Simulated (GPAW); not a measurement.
# Near-edge structure at the N K edge of wurtzite (GaN)₁₋ₓ(InN)ₓ at x = 0.125, part 2 of 3

Aim: the N K edge in wurtzite (GaN)₁₋ₓ(InN)ₓ at x = 0.125, one member of a composition series.

GPAW 26.7.0; X-ray absorption from dipole matrix elements to empty bands, plane-wave PAW LDA.

So far. Step 3 (The field without a hole): The mesh shows a gap of 1.47 eV. The excited electron is kept all the same, so that all members of the series, with or without a gap, are treated alike.

### 5. Spectrum with XCH, N atom 2

The holes are 5.2 Å apart. In GPAW the data set carries the hole's charge, so charge=0 means a charged cell and charge=-1 a neutral one. The excited electron is kept in the cell, where it fills the lowest empty states and screens the hole. After the field has converged, empty bands are computed with the density fixed and the dipole matrix elements are summed.

The absorber has 2 Ga at 1.93 Å, 1 Ga at 1.95 Å and 1 In at 2.09 Å (distorted tetrahedral).

xas.py

```python
import numpy as np
from ase import Atoms
from ase.parallel import parprint, paropen
from gpaw import GPAW, PW, FermiDirac, Mixer, MixerDif, setup_paths
from gpaw.test import gen
setup_paths.insert(0, '.')
gen('N', name='fch1s', xcname='LDA', corehole=(1, 0, 1), write_xml=True)
from gpaw.mpi import world
world.barrier()

atoms = Atoms('GaNGaNInNGaNGaNGaNGaNGaN',
    cell=[[6.467, 0, 0],
     [0, 5.600586, 0],
     [0, 0, 5.24975]],
    scaled_positions=[[0.9945167, 0.9997554, 0.001355],
     [0.9847167, 0.3237138, 0.1297422],
     [0.9947975, 0.329849, 0.5006572],
     [0.9980262, 0.9984484, 0.6264015],
     [0.2498358, 0.5007058, 0.0022702],
     [0.2501018, 0.8581405, 0.1281781],
     [0.2499707, 0.840042, 0.5002009],
     [0.2495884, 0.4999549, 0.5960809],
     [0.5054391, 0.0000879, 0.0008586],
     [0.5151621, 0.3240294, 0.1295002],
     [0.5043017, 0.330121, 0.5002817],
     [0.5018841, 0.9987726, 0.6260657],
     [0.7500214, 0.499337, 0.0007362],
     [0.7497462, 0.8280279, 0.1255846],
     [0.7498882, 0.8314868, 0.5005781],
     [0.7495231, 0.5010821, 0.6266305]],
    pbc=True)
atoms.calc = calc = GPAW(legacy_gpaw=True, mode=PW(500, force_complex_dtype=True), xc='LDA', setups={1: 'fch1s'},
    kpts={'size': (3, 3, 3), 'gamma': True}, occupations=FermiDirac(0.04),
    charge=-1, mixer=Mixer(0.1, 5, 50), maxiter=150,
    convergence={'density': 0.0001, 'eigenstates': 1e-6}, txt='scf.txt')
energy = atoms.get_potential_energy() + calc.get_reference_energy()
ef = calc.get_fermi_level()
out = dict(energy=energy, fermi=ef, forces=atoms.get_forces().tolist())
parprint(f'all-electron energy {energy:.4f} eV, Fermi level {ef:.4f} eV')
ev = np.array([[calc.get_eigenvalues(k, s) for k in range(len(calc.get_ibz_k_points()))] for s in range(calc.get_number_of_spins())])
out['homo'], out['lumo'], out['counts'] = ev[ev < ef].max(), ev[ev > ef].min(), sorted(set((ev < ef).sum((0, 2)).tolist()))
out['filled'] = (ev[:, 0] < ef).sum(1).tolist()

from ase.units import Ha
from gpaw.xas import dipole_matrix_elements
nb = int(calc.get_number_of_electrons() / 2) + 99
top, nb = nb, nb + 8 + nb // 12
nscf = calc.fixed_density(kpts={'size': (4, 4, 4), 'gamma': True}, nbands=nb,
    convergence={'bands': top, 'eigenstates': 5e-3}, maxiter=60, txt='nscf.txt')
cell = atoms.cell.array
ops = [cell.T @ U.T @ np.linalg.inv(cell.T) for U in nscf.wfs.kd.symmetry.op_scc]
filled = [37]  # bands filled in the ground state, by spin
E = np.arange(-6, 30, 0.1)
fwhm = np.interp(E, [4, 25], [0.9, 3.5])
Y, X, zero, highest = 0, 0, 1e9, 1e9
for spin in range(nscf.get_number_of_spins()):
    wfs = nscf.wfs
    mine = wfs.bd.get_slice()  # this rank's bands
    A = dipole_matrix_elements(wfs.setups[1])
    eps = np.zeros((wfs.kd.nibzkpts, nb))
    d = np.zeros((3, A.shape[1], wfs.kd.nibzkpts, nb), complex)
    for kpt in wfs.kpt_u:
        if kpt.s == spin and 1 in kpt.P_ani:
            eps[kpt.k, mine] = kpt.eps_n * Ha
            d[:, :, kpt.k, mine] = (kpt.weight * wfs.nspins / 2) ** 0.5 * np.inner(A, kpt.P_ani[1])
    world.sum(eps)
    world.sum(d)
    T = np.einsum('amkn,bmkn->abkn', d, d.conj()).real
    T = sum(np.einsum('ai,ijkn,bj->abkn', R, T, R) for R in ops) / len(ops)
    empty = np.ones_like(eps, bool) & (np.arange(nb) >= filled[spin])
    zero, highest = min(zero, eps[empty].min()), min(highest, eps[:, top - 1].min())
    lines = [(eps, T, empty)] if spin == 0 else lines + [(eps, T, empty)]
for eps, T, empty in lines:
    f = np.einsum('aakn->akn', T).reshape(3, -1)
    x = eps.ravel() - zero
    w = np.interp(x, E, fwhm) / 2.35482
    g = np.exp(-0.5 * ((E[:, None] - x) / w) ** 2) / (w * (2 * np.pi) ** 0.5)
    Y = Y + (f * empty.ravel()) @ g.T
    X = X + (f * ~empty.ravel()) @ g.T
out.update(E=E.round(2).tolist(), xas=Y.tolist(), xes=X.tolist(), zero=zero, valid=highest - zero, nk=len(eps), nb=nb)
for i in range(0, len(E), 10):
    parprint(f'{E[i]:7.2f}', *(f'{v:10.3e}' for v in Y[:, i]))
import json
with paropen('out.json', 'w') as f:
    json.dump(out, f)
```

Run with:

```console
$ OMP_NUM_THREADS=1 mpirun -n 4 gpaw python xas.py
```

Numbers of over 12 decimals in the logs are rounded to 6 here.

What it wrote:

```text
Input parameters:
  charge: -1
  convergence: {density: 0.0001,
                eigenstates: 1e-06}
  kpts: {gamma: True,
         size: (3, 3, 3)}
  maxiter: 150
  mixer: {backend: pulay,
          beta: 0.1,
          method: separate,
          nmaxold: 5,
          weight: 50}
  mode: {ecut: 500.0,
         force_complex_dtype: True,
         name: pw}
  occupations: {fixmagmom: False,
                name: fermi-dirac,
                width: 0.04}
  setups: {1: fch1s}

Initialize ...

[... PAW data sets ...]

Reference energy: -540840.938443  # eV

Spin-paired calculation

[... convergence settings ...]
Symmetries present (total): 1
  [... symmetry matrices ...]

27 k-points: 3 x 3 x 3 Monkhorst-Pack grid
14 k-points in the irreducible part of the Brillouin zone
       k-points in crystal coordinates                weights
   0:     0.00000000    0.00000000    0.00000000          1/27
   1:     0.00000000    0.00000000    0.33333333          2/27
   2:     0.00000000    0.33333333   -0.33333333          2/27
   3:     0.00000000    0.33333333    0.00000000          2/27
   4:     0.00000000    0.33333333    0.33333333          2/27
   5:     0.33333333   -0.33333333   -0.33333333          2/27
   6:     0.33333333   -0.33333333    0.00000000          2/27
   7:     0.33333333   -0.33333333    0.33333333          2/27
   8:     0.33333333    0.00000000   -0.33333333          2/27
   9:     0.33333333    0.00000000    0.00000000          2/27
          ...
  13:     0.33333333    0.33333333    0.33333333          2/27

Wave functions: Plane wave expansion
  Cutoff energy: 500.000 eV
  Number of coefficients (min, max): 4802, 4854
  Pulay-stress correction: 0.000000 eV/Ang^3 (de/decut=0.000000)
  Using FFTW library
  Wavefunction extrapolation:
    Improved wavefunction reuse through dual PAW basis

Occupation numbers: Fermi-Dirac:
  width: 0.0400  # eV

Eigensolver
   Davidson(niter=2)

Densities:
  Coarse grid: 35*30*28 grid
  Fine grid: 70*60*56 grid
  Total Charge: 0.000000

Density mixing:
  Method: separate
  Backend: pulay
  Linear mixing parameter: 0.1
  old densities: 5
  Width of damping distribution: 1.1
  Damping of long wavelength oscillations: 50

[... Hamiltonian set-up ...]
Number of atoms: 16
Number of atomic orbitals: 69
Number of bands in calculation: 49
Number of valence electrons: 75
Bands to converge: occupied

... initialized

Initializing position-dependent things.

Density initialized from atomic densities
Creating initial wave functions:
  49 bands from LCAO basis set

Positions:
   0 Ga     6.431539    5.599216    0.007113    ( 0.0000,  0.0000,  0.0000)
   1 N      6.368163    1.812987    0.681114    ( 0.0000,  0.0000,  0.0000)
   2 Ga     6.433355    1.847348    2.628325    ( 0.0000,  0.0000,  0.0000)
   3 N      6.454235    5.591896    3.288451    ( 0.0000,  0.0000,  0.0000)
   4 In     1.615688    2.804246    0.011918    ( 0.0000,  0.0000,  0.0000)
   5 N      1.617408    4.806090    0.672903    ( 0.0000,  0.0000,  0.0000)
   6 Ga     1.616561    4.704727    2.625930    ( 0.0000,  0.0000,  0.0000)
[...]
13 N      4.848609    4.637441    0.659288    ( 0.0000,  0.0000,  0.0000)
  14 Ga     4.849527    4.656813    2.627910    ( 0.0000,  0.0000,  0.0000)
  15 N      4.847166    2.806353    3.289653    ( 0.0000,  0.0000,  0.0000)

Unit cell:
           periodic     x           y           z      points  spacing
  1. axis:    yes    6.467000    0.000000    0.000000    35     0.1848
  2. axis:    yes    0.000000    5.600586    0.000000    30     0.1867
  3. axis:    yes    0.000000    0.000000    5.249750    28     0.1875

  Lengths:   6.467000   5.600586   5.249750
  Angles:   90.000000  90.000000  90.000000

Effective grid spacing dv^(1/3) = 0.1863

iter:   1  -137.743966
iter:   2  -129.044386   -0.99  -0.67
iter:   3  -119.482847   -0.24  -0.77
iter:   4  -119.311786   -1.76  -1.17
iter:   5  -119.506465   -1.63  -1.22
iter:   6  -119.153168   -1.20  -1.58
iter:   7  -118.919146   -1.84  -1.69
iter:   8  -118.909148   -3.26  -2.37
iter:   9  -118.909531c  -3.74  -2.54
iter:  10  -118.906453c  -3.73  -2.51
iter:  11  -118.906392c  -4.13  -2.91
iter:  12  -118.906060c  -4.84  -3.03
iter:  13  -118.906043c  -5.64  -3.26
iter:  14  -118.906007c  -5.59  -3.32
iter:  15  -118.905999c  -6.55c -3.63
iter:  16  -118.905993c  -6.87c -3.75
iter:  17  -118.905993c  -6.94c -3.97
iter:  18  -118.905992c  -7.50c -4.31c

Converged after 18 iterations.

Dipole moment: (9.618213, 6.078269, -5.839349) |e|*Ang

Energy contributions relative to reference atoms: (reference = -540840.938443)

Kinetic:       +242.715790
Potential:     -213.254695
External:        +0.000000
XC:            -148.179348
Entropy (-ST):   -0.016956
Local:           -0.179262
SIC:             +0.000000
--------------------------
Free energy:   -118.914470
Extrapolated:  -118.905992

Showing only first 2 kpts
 Kpt  Band  Eigenvalues  Occupancy
  0    35      5.96468    2.00000
  0    36      6.01767    2.00000
  0    37      7.40836    2.00000
  0    38      9.91643    0.00081

  1    35      5.74639    2.00000
  1    36      5.78206    2.00000
  1    37      9.03235    2.00000
[...]
Fermi level: 9.60415

No gap
No difference between direct/indirect transitions

Forces in eV/Ang:
  0 Ga    0.22853   -1.29555   -0.44406
  1 N    -0.58195   -0.42436    0.44746
  2 Ga    0.21327    0.12561    1.26490
  3 N    -0.09705    0.39083   -0.12440
  4 In    0.76230    0.58255   -0.46667
  5 N    -0.27812    0.45732    0.14862
  6 Ga    0.18478   -0.01199    0.07135
[...]
13 N     0.34024    0.07511    0.08113
 14 Ga   -0.18833    0.08151    0.17176
 15 N     0.25814   -0.21291   -0.11137
Scalar-relativistic atomic LDA calculation for N (Nitrogen, Z=7)
Core hole in 1s state (1s occupation: 1.0)
300 radial gridpoints.
|------------------------------------------------|
|------------------------------------------------|
[... the atom generator's iteration count ...]

Energy contributions:
-------------------------
Kinetic:      +38.530757
XC:            -4.452581
Potential:    -72.816894
-------------------------
Total:        -38.738717

state      eigenvalue         ekin         rmax
-----------------------------------------------
1s^1.0 :   -16.643762    23.347388        0.145
2s^2.0 :    -1.332146     3.154276        0.915
2p^3.0 :    -0.925852     2.958273        0.782
-----------------------------------------------
(units: Bohr and Hartree)

Generating PAW setup
Kinetic energy of the core from tauc = 23.362075
Cutoffs:
rc(s)=1.140
rc(p)=1.000
rc(d)=1.090
rc(vbar)=1.120
rc(comp)=1.090
rc(nct)=1.140

Kinetic energy of the core states: 23.347388
Charge: 1.0
Core electrons: 1.0
Valence electrons: 5.0
Pseudo-core charge: 0.003881
Shape function alpha=8.417
Pseudo-electron charge 4.904142
state    eigenvalue         norm
--------------------------------
2s(2) :    -1.332146     1.098259
*s    :    -0.332146
2p(3) :    -0.925852     0.901248
*p    :     0.074148
*d    :     0.000000
--------------------------------

Diagonalizing with gridspacing h=0.050

state   all-electron     PAW
-------------------------------
2s:      -1.332146    -1.333594
2p:      -0.925852    -0.929974
*d:                   -0.063788
*f:                   -0.013854
-------------------------------
all-electron energy -540959.8444 eV, Fermi level 9.6041 eV
[...]
27.00  9.373e-05  1.032e-04  7.190e-05
  28.00  9.676e-05  9.735e-05  6.338e-05
  29.00  9.535e-05  8.484e-05  5.919e-05
```

Run time: 94 s. Hardware: 4 MPI ranks of Intel Xeon Platinum 8488C (Sapphire Rapids), shared host; peak memory 0.49 GiB; 6.3 min of CPU time.

The N K spectrum, N atom 2, excited-electron core hole (neutral cell) (energy from the bottom of the conduction band, which holds the excited electron; intensity scaled to a mean of 1 over the first 20 eV):

| E (eV) | isotropic | ε ∥ x | ε ∥ y | ε ∥ z |
| --- | --- | --- | --- | --- |
| -2.0 | 0.00 | 0.00 | 0.00 | 0.00 |
| -0.5 | 0.00 | 0.00 | 0.00 | 0.00 |
| 1.0 | 0.08 | 0.10 | 0.09 | 0.06 |
| 2.5 | 0.90 | 0.96 | 0.84 | 0.91 |
| 4.0 | 2.23 | 1.95 | 2.21 | 2.52 |
| 5.5 | 3.04 | 3.03 | 3.37 | 2.73 |
| 7.0 | 1.63 | 1.31 | 1.60 | 1.98 |
| 8.5 | 1.14 | 1.19 | 0.95 | 1.26 |
| 10.0 | 0.93 | 1.10 | 1.11 | 0.58 |
| 11.5 | 0.82 | 1.01 | 0.93 | 0.53 |
| 13.0 | 0.51 | 0.48 | 0.39 | 0.65 |
| 14.5 | 0.36 | 0.28 | 0.27 | 0.53 |
| 16.0 | 0.45 | 0.38 | 0.43 | 0.54 |
| 17.5 | 0.55 | 0.44 | 0.52 | 0.67 |
| 19.0 | 0.68 | 0.59 | 0.69 | 0.78 |
| 20.5 | 0.82 | 0.76 | 0.93 | 0.77 |
| 22.0 | 0.99 | 0.91 | 1.09 | 0.98 |
| 23.5 | 0.99 | 0.90 | 0.97 | 1.10 |
| 25.0 | 0.83 | 0.76 | 0.84 | 0.88 |

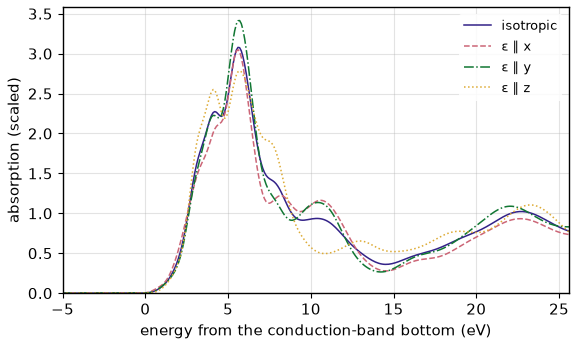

The N K edge, N atom 2, excited-electron core hole (neutral cell): main maxima at 4.2, 5.6 and 22.7 eV.

Main maxima below 24 eV (height): 4.2 eV (2.27), 5.6 eV (3.08) and 22.7 eV (1.02). A K edge sees empty p states on the absorber.

The total-energy difference is 402.50 eV. One term is added: -7.76 eV, since the hole is spin-paired here and a spin-polarised one costs that much less in the free atom (computed apart). The photon energy is then 394.74 eV. The functional leaves an error in such absolute values: in the free atom LDA prices this hole 3.5 eV below PBE (computed apart), and PBE is itself good to a few eV.

### 6. Reference energy of the cell

The absorbing element, whose data set is made anew, changes for the next run, so it gets a reference energy of its own.

scf.py

```python
import numpy as np
from ase import Atoms
from ase.parallel import parprint, paropen
from gpaw import GPAW, PW, FermiDirac, Mixer, MixerDif, setup_paths
from gpaw.test import gen
setup_paths.insert(0, '.')
gen('Ga', name='nch1s', xcname='LDA', corehole=(1, 0, 0), write_xml=True)
from gpaw.mpi import world
world.barrier()

atoms = Atoms('GaNGaNInNGaNGaNGaNGaNGaN',
    cell=[[6.467, 0, 0],
     [0, 5.600586, 0],
     [0, 0, 5.24975]],
    scaled_positions=[[0.9945167, 0.9997554, 0.001355],
     [0.9847167, 0.3237138, 0.1297422],
     [0.9947975, 0.329849, 0.5006572],
     [0.9980262, 0.9984484, 0.6264015],
     [0.2498358, 0.5007058, 0.0022702],
     [0.2501018, 0.8581405, 0.1281781],
     [0.2499707, 0.840042, 0.5002009],
     [0.2495884, 0.4999549, 0.5960809],
     [0.5054391, 0.0000879, 0.0008586],
     [0.5151621, 0.3240294, 0.1295002],
     [0.5043017, 0.330121, 0.5002817],
     [0.5018841, 0.9987726, 0.6260657],
     [0.7500214, 0.499337, 0.0007362],
     [0.7497462, 0.8280279, 0.1255846],
     [0.7498882, 0.8314868, 0.5005781],
     [0.7495231, 0.5010821, 0.6266305]],
    pbc=True)
atoms.calc = calc = GPAW(legacy_gpaw=True, mode=PW(500, force_complex_dtype=True), xc='LDA', setups={0: 'nch1s'},
    kpts={'size': (3, 3, 3), 'gamma': True}, occupations=FermiDirac(0.02),
    charge=0, mixer=Mixer(0.1, 5, 50), maxiter=150,
    convergence={'density': 0.0001, 'eigenstates': 1e-6}, txt='scf.txt')
energy = atoms.get_potential_energy() + calc.get_reference_energy()
ef = calc.get_fermi_level()
out = dict(energy=energy, fermi=ef, forces=atoms.get_forces().tolist())
parprint(f'all-electron energy {energy:.4f} eV, Fermi level {ef:.4f} eV')
ev = np.array([[calc.get_eigenvalues(k, s) for k in range(len(calc.get_ibz_k_points()))] for s in range(calc.get_number_of_spins())])
out['homo'], out['lumo'], out['counts'] = ev[ev < ef].max(), ev[ev > ef].min(), sorted(set((ev < ef).sum((0, 2)).tolist()))
out['filled'] = (ev[:, 0] < ef).sum(1).tolist()
import json
with paropen('out.json', 'w') as f:
    json.dump(out, f)
```

Run with:

```console
$ OMP_NUM_THREADS=1 mpirun -n 4 gpaw python scf.py
```

What it wrote:

```text
Input parameters:
  convergence: {density: 0.0001,
                eigenstates: 1e-06}
  kpts: {gamma: True,
         size: (3, 3, 3)}
  maxiter: 150
  mixer: {backend: pulay,
          beta: 0.1,
          method: separate,
          nmaxold: 5,
          weight: 50}
  mode: {ecut: 500.0,
         force_complex_dtype: True,
         name: pw}
  occupations: {fixmagmom: False,
                name: fermi-dirac,
[...]
4s(2) :    -0.336865     1.140380
*s    :     0.663135
4p(1) :    -0.100461     1.012264
*p    :     0.899539
*d    :     0.000000
--------------------------------

Diagonalizing with gridspacing h=0.050

state   all-electron     PAW
-------------------------------
4s:      -0.336865    -0.337024
4p:      -0.100461    -0.100552
*d:                    0.030615
*f:                    0.065359
-------------------------------
all-electron energy -541362.3407 eV, Fermi level 6.8129 eV
[key lines of the parts left out:]
Converged after 14 iterations.
Dipole moment: (8.733664, 6.224830, -5.752223) |e|*Ang
Free energy:   -104.661979
Fermi level: 6.81289
```

It took 21 s on 4 MPI ranks; peak memory 0.28 GiB; 84 s of CPU time.

Reference energy: -541362.341 eV with the cores included.

(Continued in part 3 of 3.)

[Banner, clock and machine lines of the logs are left out without a mark of their own.]

[Logs are printed without paths, hosts, clocks, repeated set-up lines and the standing remarks that a program may print on its own settings, such as how far it seeks lower states.]

[Hosts, paths, dates, database ids (printed as entryN), source tags and the programs' standing remarks are cut or masked in the printed files.]

[Lists of maxima count a maximum above −3 eV only where it reaches 4 % of the highest in the window and stands out from its surroundings by 2 % of it (1.5 % where it reaches 55 %); shoulders and weaker maxima are passed over, and of the rest the first, up to two pre-edge ones and the few strongest are named.]
